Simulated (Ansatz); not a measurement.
# F₂H₄In₂O₂: what the fields show

The calculation's input:

```
crystal:
  periodic: [false, false, false]
  atoms:
    - {symbol: F, position_ang: [-0.683885, -0.283505, 0.023701]}
    - {symbol: F, position_ang: [-1.981701, -1.128305, 2.670872]}
    - {symbol: In, position_ang: [-0.254740, -0.261186, 3.972491]}
    - {symbol: In, position_ang: [-0.992881, -1.983335, 1.078213]}
    - {symbol: O, position_ang: [-0.206022, 1.249784, 2.013186]}
    - {symbol: O, position_ang: [0.617873, -1.744878, 2.376373]}
    - {symbol: H, position_ang: [-0.918751, 1.899291, 2.018233]}
    - {symbol: H, position_ang: [-0.329002, 0.751762, 1.158799]}
    - {symbol: H, position_ang: [1.497931, -1.624176, 2.001456]}
    - {symbol: H, position_ang: [-1.570991, -3.376823, 0.306720]}
basis:
  gaussian:
    orbitals: def2-SVPD
hamiltonian:
  xc: {name: PBE0}
output:
  forces: true
  orbitals: {seedname: orbitals}
```

Command:

```sh
ansatz run input.yaml --threads 2 --pin off --max-ram 6090MiB --events-out events.jsonl --progress --plain --runs-dir runs
```

Geometry: PBE0-D4/def2-SVP; core potentials replace the inner electrons of In.

Level of theory: Ansatz, isolated molecule in a Gaussian basis; Kohn-Sham density functional theory, functional PBE0.

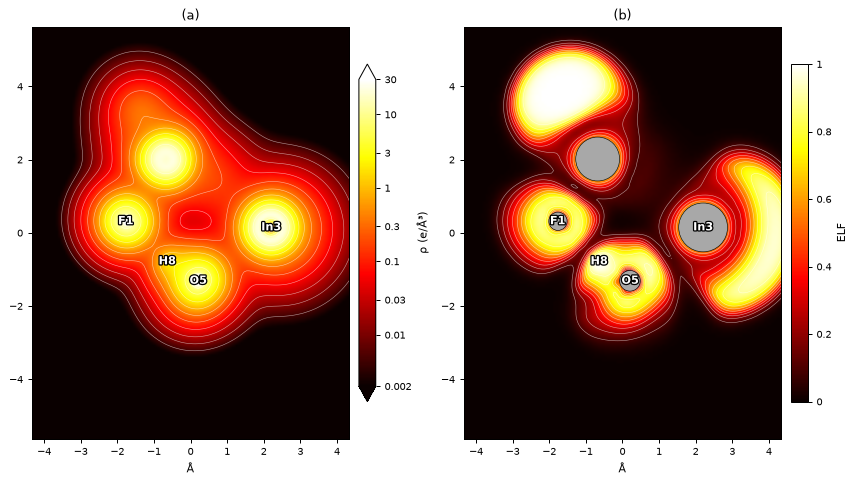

Figure 1. (a) electron density; (b) ELF on the plane of atoms In3, O5 and H8. Grey discs cover the atomic cores in the ELF map.

Read the bonding off the picture.

Answer. Atoms in the plane: F, In, O and H. The ELF also peaks beside F1, away from the bonds: lone-pair regions.

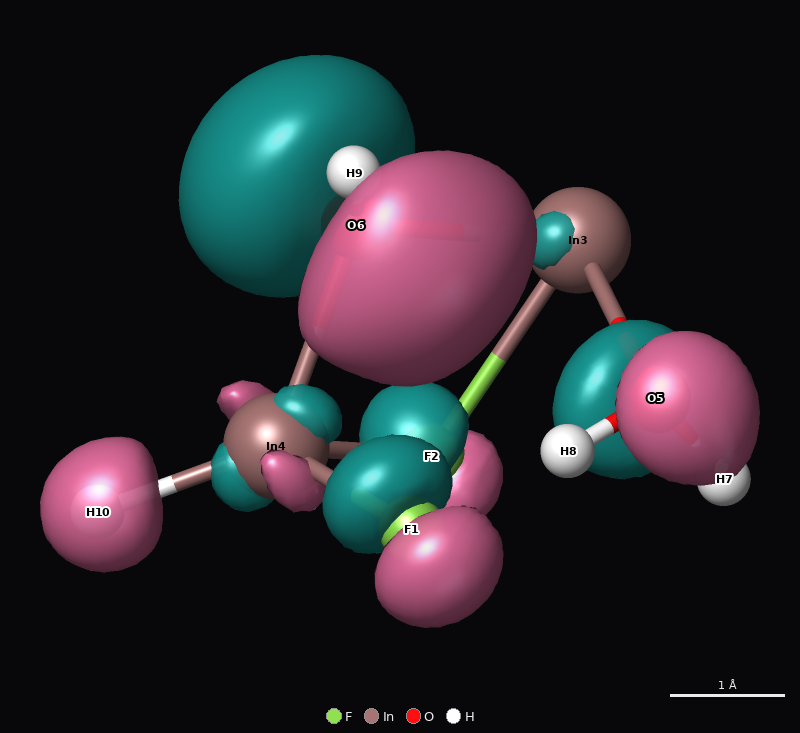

Figure 2. The HOMO−1 at ±0.08 Å⁻³ᐟ² (teal and pink are the two phases), seen at a tilt.

What is the character of this orbital?

Answer. By Hirshfeld shares it lies mainly on O6 (about 70 %), O5 (about 5 %) and In4 (about 5 %); largely a lone pair of O6. Its energy is −9.13 eV.
